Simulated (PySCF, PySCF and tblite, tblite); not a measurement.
**C9H8: conformers and averaged spectra**

Which conformers does C9H8 (`C#CC1=C(C=C)C(=C)C1`) populate, and what do their averaged NMR parameters look like?

Computed with tblite 0.8.0 (tight binding) and PySCF 2.14.0 (DFT, with response routines of our own); each step states its level. Atoms count from 0 throughout.

## 1. The starting structure

17 atoms, charge 0, multiplicity 1; geometry from: MMFF94s geometry.

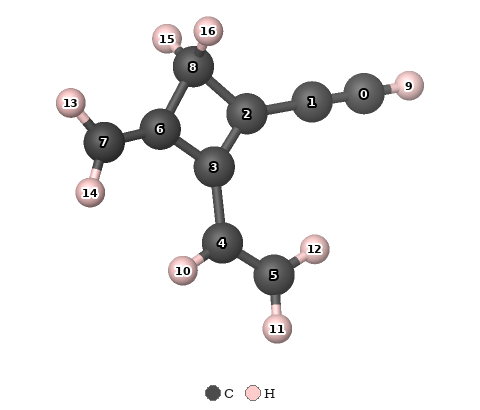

The starting geometry (carbon dark grey, hydrogen pink), atoms numbered.

## 2. GFN2-xTB relaxation, conformer 1

Job settings and geometry (Å):

```
{"job": {"xc": "GFN2-xTB", "basis": "xTB", "kind": "relax"}, "charge": 0, "multiplicity": 1}
C      2.788500     2.073600    -0.382100
C      1.686100     1.584100    -0.304600
C      0.301900     0.940800    -0.181300
C     -0.158400    -0.296900     0.047900
C      0.379700    -1.716200     0.347200
C      1.677400    -2.011600     0.409200
C     -1.533100     0.090800    -0.039000
C     -2.707200    -0.521700     0.077400
C     -1.103600     1.512400    -0.310700
H      3.742800     2.514500    -0.453000
H     -0.355100    -2.504100     0.485400
H      2.004600    -3.028500     0.616700
H      2.444100    -1.255200     0.281500
H     -3.630400     0.031400    -0.049200
H     -2.774700    -1.579800     0.283600
H     -1.377500     1.916900    -1.285000
H     -1.392100     2.261500     0.446000
```

Run with:

```bash
OMP_NUM_THREADS=1 python ens_run.py task.json out
```

One launch serves the whole session.

Output:

```text
step      E/eV     max force
  0    -630.12818    4.256
  1    -630.39487    2.646
  2    -630.48362    2.316
  3    -630.56199    1.421
  4    -630.61775    0.928
  5    -630.65462    0.615
  6    -630.67049    0.274
  7    -630.68519    0.208
  8    -630.69032    0.181
  9    -630.69368    0.140
 10    -630.69548    0.109
 11    -630.69660    0.084
 12    -630.69744    0.091
 13    -630.69840    0.114
 14    -630.69970    0.114
 15    -630.70108    0.128
 16    -630.70249    0.118
 17    -630.70386    0.101
 18    -630.70500    0.093
 19    -630.70582    0.091
 20    -630.70647    0.089
 21    -630.70724    0.089
 22    -630.70828    0.092
 23    -630.70940    0.088
 24    -630.71029    0.062
 25    -630.71093    0.061
 26    -630.71146    0.068
 27    -630.71189    0.066
 28    -630.71216    0.050
 29    -630.71232    0.034
 30    -630.71232    0.034
 31    -630.71238    0.032
 32    -630.71254    0.112
 33    -630.71257    0.123
 34    -630.71267    0.026
 35    -630.71274    0.018
 36    -630.71285    0.062
 37    -630.71293    0.048
 38    -630.71301    0.024
 39    -630.71310    0.035
 40    -630.71319    0.055
 41    -630.71326    0.040
 42    -630.71332    0.022
 43    -630.71338    0.030
 44    -630.71344    0.040
 45    -630.71348    0.024
 46    -630.71351    0.014
 47    -630.71352    0.016
 48    -630.71354    0.021
 49    -630.71356    0.016
 50    -630.71359    0.018
 51    -630.71364    0.025
 52    -630.71370    0.039
 53    -630.71378    0.035
 54    -630.71385    0.019
 55    -630.71392    0.017
 56    -630.71397    0.025
 57    -630.71399    0.019
 58    -630.71401    0.008
 59    -630.71402    0.011
 60    -630.71403    0.014
 61    -630.71404    0.009
 62    -630.71404    0.004
```

Wall time 0.44 s (1 thread of Arm Neoverse V1, shared host).

Relaxing gained 0.586 eV and moved the atoms by 0.11 Å on average (rms).

GFN2-xTB relaxation, conformer 2:

Job settings and geometry (Å):

```
{"job": {"xc": "GFN2-xTB", "basis": "xTB", "kind": "relax"}, "charge": 0, "multiplicity": 1}
C     -1.274900     3.390800    -1.122100
C     -1.109200     2.252700    -0.821500
C     -0.864700     0.774800    -0.411300
C      0.200000     0.100300     0.022700
C      1.664700     0.440200     0.353800
C      2.610100    -0.386600     0.788200
C     -0.526300    -1.138200     0.112800
C     -0.282300    -2.401300     0.473500
C     -1.771400    -0.439500    -0.379600
H     -1.444900     4.409400    -1.391100
H      1.925700     1.482800     0.177800
H      3.614700    -0.019100     0.978500
H      2.431300    -1.433200     0.991900
H     -1.079800    -3.142200     0.419900
H      0.683100    -2.722200     0.807900
H     -2.168200    -0.770200    -1.337300
H     -2.614900    -0.386800     0.326000
```

Output:

```text
step      E/eV     max force
  0    -630.03713    5.201
  1    -630.14716    7.412
  2    -630.43897    1.884
  3    -630.52050    0.996
  4    -630.57244    0.705
  5    -630.62489    0.890
  6    -630.64095    0.382
  7    -630.65659    0.380
  8    -630.66836    0.225
  9    -630.67380    0.216
 10    -630.67891    0.192
 11    -630.68186    0.156
 12    -630.68400    0.132
 13    -630.68562    0.153
 14    -630.68709    0.147
 15    -630.68827    0.104
 16    -630.68905    0.056
 17    -630.68954    0.054
 18    -630.68985    0.058
 19    -630.69004    0.050
 20    -630.69018    0.045
 21    -630.69036    0.046
 22    -630.69062    0.049
 23    -630.69096    0.054
 24    -630.69131    0.052
 25    -630.69159    0.043
 26    -630.69179    0.040
 27    -630.69194    0.036
 28    -630.69194    0.036
 29    -630.69199    0.025
 30    -630.69201    0.083
 31    -630.69205    0.024
 32    -630.69207    0.018
 33    -630.69209    0.013
 34    -630.69213    0.020
 35    -630.69214    0.018
 36    -630.69216    0.014
 37    -630.69218    0.012
 38    -630.69220    0.013
 39    -630.69222    0.014
 40    -630.69223    0.012
 41    -630.69225    0.011
 42    -630.69226    0.011
 43    -630.69228    0.012
 44    -630.69229    0.008
 45    -630.69230    0.007
 46    -630.69230    0.005
 47    -630.69231    0.004
 48    -630.69231    0.005
 49    -630.69231    0.005
 50    -630.69232    0.005
 51    -630.69232    0.005
 52    -630.69232    0.004
 53    -630.69232    0.006
 54    -630.69233    0.006
 55    -630.69233    0.005
 56    -630.69234    0.005
 57    -630.69234    0.004
 58    -630.69234    0.005
 59    -630.69234    0.004
 60    -630.69234    0.003
```

Wall time 0.38 s (1 thread of Arm Neoverse V1, shared host).

The energy fell by 0.655 eV, and the atoms moved 0.09 Å (root mean square).

## 3. Shieldings, conformer 1: WP04/pcSseg-1 in methanol

Job settings and geometry (Å):

```
{"job": {"xc": "WP04", "basis": "pcSseg-1", "solvent": "methanol", "kind": "nmr", "pop": true}, "charge": 0, "multiplicity": 1}
C      2.673422     1.968400    -0.360621
C      1.595731     1.436885    -0.266516
C      0.334376     0.866251    -0.167048
C     -0.161595    -0.387272     0.073557
C      0.410764    -1.677284     0.332965
C      1.720347    -1.910709     0.394370
C     -1.548304     0.074332    -0.031278
C     -2.748306    -0.470543     0.063222
C     -1.045243     1.486000    -0.303132
H      3.620305     2.412988    -0.438773
H     -0.299825    -2.480534     0.482466
H      2.114551    -2.892636     0.591783
H      2.435041    -1.118115     0.247090
H     -3.644155     0.114669    -0.059915
H     -2.879663    -1.520034     0.266988
H     -1.282971     1.883369    -1.290163
H     -1.301473     2.226264     0.455097
```

Output:

```text
coarse grid: 14736 points
cycle   1  E = -356.0428916251  dE =  1.310e+00  |g| = 6.575e-01  |ddm| = 4.538e+00
cycle   2  E = -356.0497219708  dE = -6.830e-03  |g| = 6.391e-01  |ddm| = 1.277e+00
cycle   3  E = -356.1551498130  dE = -1.054e-01  |g| = 1.396e-01  |ddm| = 6.342e-01
cycle   4  E = -356.1602603693  dE = -5.111e-03  |g| = 4.447e-02  |ddm| = 1.684e-01
cycle   5  E = -356.1607033193  dE = -4.429e-04  |g| = 2.068e-02  |ddm| = 4.803e-02
cycle   6  E = -356.1607992333  dE = -9.591e-05  |g| = 6.486e-03  |ddm| = 1.906e-02
cycle   7  E = -356.1608089018  dE = -9.669e-06  |g| = 1.926e-03  |ddm| = 5.862e-03
final grid: 143848 points
cycle   8  E = -356.2468757451  dE = -7.104e-05  |g| = 8.094e-03  |ddm| = 1.111e-01
cycle   9  E = -356.2468659062  dE =  9.839e-06  |g| = 1.044e-02  |ddm| = 1.578e-02
cycle  10  E = -356.2468902495  dE = -2.434e-05  |g| = 3.268e-03  |ddm| = 9.373e-03
cycle  11  E = -356.2468929332  dE = -2.684e-06  |g| = 5.329e-04  |ddm| = 2.735e-03
cycle  12  E = -356.2468929904  dE = -5.713e-08  |g| = 2.353e-04  |ddm| = 5.609e-04
cycle  13  E = -356.2468930023  dE = -1.189e-08  |g| = 9.298e-05  |ddm| = 2.295e-04
cycle  14  E = -356.2468930046  dE = -2.367e-09  |g| = 1.476e-05  |ddm| = 9.627e-05
cycle  15  E = -356.2468930047  dE = -4.559e-11  |g| = 6.958e-06  |ddm| = 1.966e-05
converged SCF energy = -356.2468930047

GIAO shielding tensors (ppm)
atom      isotropic    diamagn.    paramagn.     s11        s22        s33       span
  0 C       73.643     261.575    -187.932     27.207     37.915    155.807    128.600
  1 C       95.766     244.232    -148.466     -3.400     -0.721    291.417    294.816
  2 C       45.416     257.457    -212.041    -44.101     40.930    139.420    183.520
  3 C       15.340     255.596    -240.256    -98.586     21.860    122.746    221.333
  4 C       43.688     255.782    -212.093    -71.665     49.151    153.579    225.243
  5 C       46.557     257.427    -210.869    -70.638     49.544    160.765    231.403
  6 C       23.091     261.852    -238.761    -85.904     21.007    134.171    220.075
  7 C       69.241     257.852    -188.612    -21.554     69.155    160.122    181.676
  8 C      130.685     254.114    -123.429    121.164    123.364    147.527     26.363
  9 H       27.743      35.287      -7.544     24.847     25.151     33.231      8.385
 10 H       25.553      32.322      -6.769     23.309     24.491     28.860      5.551
 11 H       26.191      28.214      -2.023     24.134     25.505     28.934      4.799
 12 H       25.518      33.474      -7.956     23.543     23.676     29.337      5.793
 13 H       27.025      28.581      -1.556     25.022     25.619     30.435      5.412
 14 H       26.735      32.135      -5.400     25.018     25.093     30.093      5.075
 15 H       28.850      29.349      -0.498     26.055     27.858     32.638      6.583
 16 H       28.851      29.352      -0.501     26.056     27.860     32.638      6.582
```

Wall time 31 s (1 thread of Arm Neoverse V1, shared host); peak memory 1 GiB.

This run: HOMO -7.42 eV, LUMO -3.94 eV; dipole 0.32 D.

## 4. Single-point energy, conformer 1: B3LYP/def2-SVP in methanol

The job, as its differences from that of step 3:

```diff
@@ -1,2 +1,2 @@
-{"job": {"xc": "WP04", "basis": "pcSseg-1", "solvent": "methanol", "kind": "nmr", "pop": true}, "charge": 0, "multiplicity": 1}
+{"job": {"xc": "B3LYP", "basis": "def2-SVP", "solvent": "methanol", "kind": "sp"}, "charge": 0, "multiplicity": 1}
 C      2.673422     1.968400    -0.360621
```

Output:

```text
coarse grid: 14736 points
cycle   1  E = -347.2423857957  dE =  1.382e+00  |g| = 4.290e-01  |ddm| = 5.145e+00
cycle   2  E = -347.2477992725  dE = -5.413e-03  |g| = 4.155e-01  |ddm| = 1.028e+00
cycle   3  E = -347.2918670618  dE = -4.407e-02  |g| = 1.133e-01  |ddm| = 5.139e-01
cycle   4  E = -347.2951372661  dE = -3.270e-03  |g| = 4.009e-02  |ddm| = 1.622e-01
cycle   5  E = -347.2955022969  dE = -3.650e-04  |g| = 1.757e-02  |ddm| = 4.682e-02
cycle   6  E = -347.2955795015  dE = -7.720e-05  |g| = 3.499e-03  |ddm| = 1.832e-02
cycle   7  E = -347.2955823977  dE = -2.896e-06  |g| = 1.044e-03  |ddm| = 3.968e-03
final grid: 143848 points
cycle   8  E = -347.3701550305  dE = -4.361e-05  |g| = 4.893e-03  |ddm| = 4.398e-02
cycle   9  E = -347.3701542831  dE =  7.474e-07  |g| = 5.291e-03  |ddm| = 1.224e-02
cycle  10  E = -347.3701616662  dE = -7.383e-06  |g| = 9.979e-04  |ddm| = 6.553e-03
cycle  11  E = -347.3701619128  dE = -2.466e-07  |g| = 1.933e-04  |ddm| = 1.084e-03
cycle  12  E = -347.3701619203  dE = -7.495e-09  |g| = 9.043e-05  |ddm| = 2.865e-04
cycle  13  E = -347.3701619223  dE = -1.927e-09  |g| = 3.108e-05  |ddm| = 1.134e-04
cycle  14  E = -347.3701619225  dE = -2.352e-10  |g| = 9.372e-06  |ddm| = 3.701e-05
converged SCF energy = -347.3701619225
```

Wall time 12 s (1 thread of Arm Neoverse V1, shared host).

Key values: HOMO -5.96 eV, LUMO -1.97 eV; dipole 0.25 D.

(Part 1 of 2 ends here.)
